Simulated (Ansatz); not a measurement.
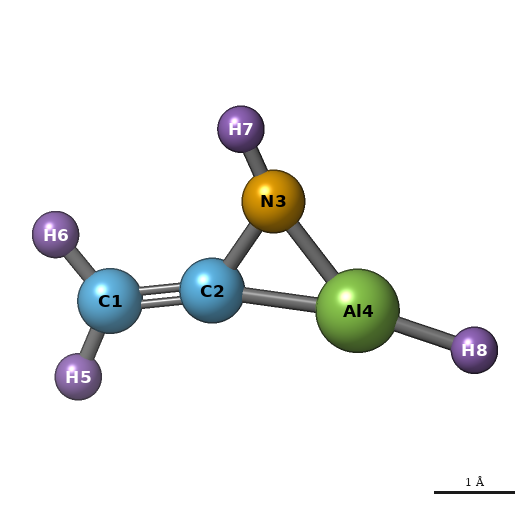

The atoms are numbered. The geometry was computed by an optimisation with PBE0-D4/def2-TZVP. No frequency run is at hand to confirm it as a minimum.

How are the neighbours of atom 3 arranged?

N3 has 3 neighbours (C2 at 1.43, Al4 at 1.75, H7 at 1.01 Å); the arrangement is T-shaped.

How are the neighbours of atom 4 arranged?

Al4 has 3 neighbours (C2 at 1.88, N3 at 1.75, H8 at 1.57 Å); the arrangement is T-shaped.

What is the geometry at C2?

C2 has 3 neighbours (C1 at 1.33, N3 at 1.43, Al4 at 1.88 Å); the arrangement is T-shaped.

Describe the coordination of atom 1.

C1 has 3 neighbours (C2 at 1.33, H5 at 1.08, H6 at 1.09 Å); the arrangement is trigonal planar.

What is the dihedral angle C1–C2–N3–Al4?

180° in size, that is anti.
